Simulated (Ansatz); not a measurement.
**CH2BN (SMILES BC#N): HF/def2-TZVP**

Aim: the energy change on altering one bond length of CH2BN at HF/def2-TZVP, from 2 runs. 

The results are computed with Ansatz 0.2.0.

65 further runs of the same task are left out: 65 set aside as unsound or not needed. Runs told in other sessions of the task aren't counted.

## 1. Starting point

The species is CH2BN (5 atoms), meant as a singlet with charge 0. SMILES: `BC#N`. The shape is that of a PBE0-D4/def2-TZVP optimisation.

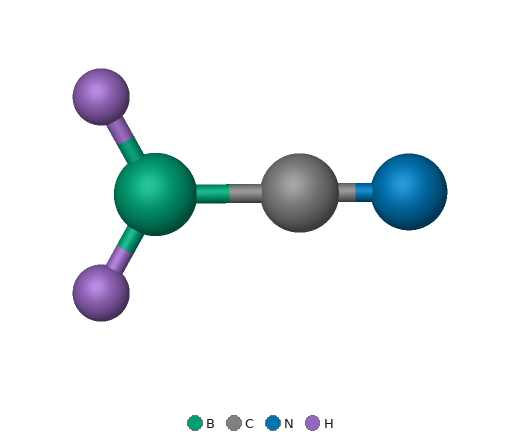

Viewed from a chosen angle; boron teal, carbon grey, nitrogen blue, hydrogen purple.

## 2. A single-point energy at HF/def2-TZVP

File molecule.yaml:

```yaml
crystal:
  periodic: [false, false, false]
  atoms:
    - symbol: B
      position_ang: [-0.219200, 0.441300, -0.341900]
    - symbol: C
      position_ang: [0.352700, -0.696700, 0.490700]
    - symbol: N
      position_ang: [0.786500, -1.559600, 1.122200]
    - symbol: H
      position_ang: [-0.744300, 0.187400, -1.377600]
    - symbol: H
      position_ang: [-0.125900, 1.554000, 0.065300]
basis:
  gaussian: {orbitals: def2-TZVP}
hamiltonian: {xc: hf}
accuracy: high
output: {orbitals: {seedname: orbitals}}
```

Command:

```console
$ ansatz run molecule.yaml --threads 1 --pin off --max-ram 3480MiB --events-out events.jsonl --progress --plain --runs-dir runs
```

Standard output:

```text
Warning: RAYON_NUM_THREADS=1 ignored (pool sized by the plan → 1); use --threads N
Functional definition: HF
  name "HF"
  exchange = exact_x
  correlation = 0
1710 factors; integrals over basis functions are off by at most 3.6e-9 eV
mean field evaluation 1: about -3213.8997 eV, gradient 2.7e1 eV
mean field evaluation 2: about -3213.9049 eV, gradient 2.7e1 eV
mean field evaluation 4: about -3215.9780 eV, gradient 3.9e0 eV
mean field evaluation 8: about -3216.0336 eV, gradient 8.0e-4 eV
mean field -3216.03359111 eV, -118.1870545673 hartree, gradient 2.8e-8 eV, S^2 0.000000; 0 other end points of the search recorded, 0 dependent functions left out
reference -3216.03359111 eV, -118.1870545673 hartree; 10, 10 occupied and 95, 95 virtual orbitals, 1710 factors
Total energy: -3216.03359111 eV, -118.1870545673 hartree
```

It took 2.2 s on 1 thread of Arm Neoverse V2, shared host; peak memory 0.21 GiB.

## 3. The distorted shape at the same level

File molecule.yaml:

```yaml
crystal:
  periodic: [false, false, false]
  atoms:
    - {symbol: B, position_ang: [0.410915, 0.745977, 0.900929]}
    - {symbol: C, position_ang: [0.982815, -0.392023, 1.733529]}
    - {symbol: "N", position_ang: [1.416615, -1.254923, 2.365029]}
    - {symbol: H, position_ang: [-0.744300, 0.187400, -1.377600]}
    - {symbol: H, position_ang: [0.504215, 1.858677, 1.308129]}
basis:
  gaussian: {orbitals: def2-TZVP}
hamiltonian: {xc: hf}
accuracy: high
output: {orbitals: {seedname: orbitals}}
```

Command:

```console
$ ansatz run molecule.yaml --threads 1 --pin off --max-ram 3480MiB --events-out events.jsonl --progress --plain --runs-dir runs
```

Standard output:

```text
Warning: RAYON_NUM_THREADS=1 ignored (pool sized by the plan → 1); use --threads N
Functional definition: HF
  name "HF"
  exchange = exact_x
  correlation = 0
1690 factors; integrals over basis functions are off by at most 3.7e-9 eV
mean field evaluation 1: about -3207.9488 eV, gradient 2.9e1 eV
mean field evaluation 2: about -3207.9533 eV, gradient 2.9e1 eV
mean field evaluation 4: about -3210.6064 eV, gradient 4.3e0 eV
mean field evaluation 8: about -3210.6919 eV, gradient 1.4e-3 eV
mean field evaluation 16: about -3205.0553 eV, gradient 4.0e0 eV
mean field -3210.69191274 eV, -117.9907515082 hartree, gradient 1.5e-8 eV, S^2 0.000000; 0 other end points of the search recorded, 0 dependent functions left out
reference -3210.69191274 eV, -117.9907515082 hartree; 10, 10 occupied and 95, 95 virtual orbitals, 1690 factors
Total energy: -3210.69191274 eV, -117.9907515082 hartree
```

Run time: 2.2 s. Hardware: 1 thread of Arm Neoverse V2, shared host; peak memory 0.2 GiB.

## 4. Outcome

At HF/def2-TZVP:

```
                                                         quantity          value
                                        first shape: total energy  -118.18705 Eh
                                         first shape: HOMO energy      -12.92 eV
                                         first shape: LUMO energy        0.33 eV
                                       first shape: HOMO–LUMO gap       13.25 eV
                                    distorted shape: total energy  -117.99075 Eh
                                     distorted shape: HOMO energy       -9.52 eV
                                     distorted shape: LUMO energy       -0.63 eV
                                   distorted shape: HOMO–LUMO gap        8.90 eV
energy change with the B1–H4 bond stretched from 1.189 to 2.615 Å       5.342 eV
```

What this shows: With the B1–H4 bond stretched from 1.189 to 2.615 Å the energy rises by 5.34 eV (515 kJ/mol). The first shape isn't relaxed at this level, so the change isn't measured from a minimum. A restricted reference can't describe the breaking bond well at this length.
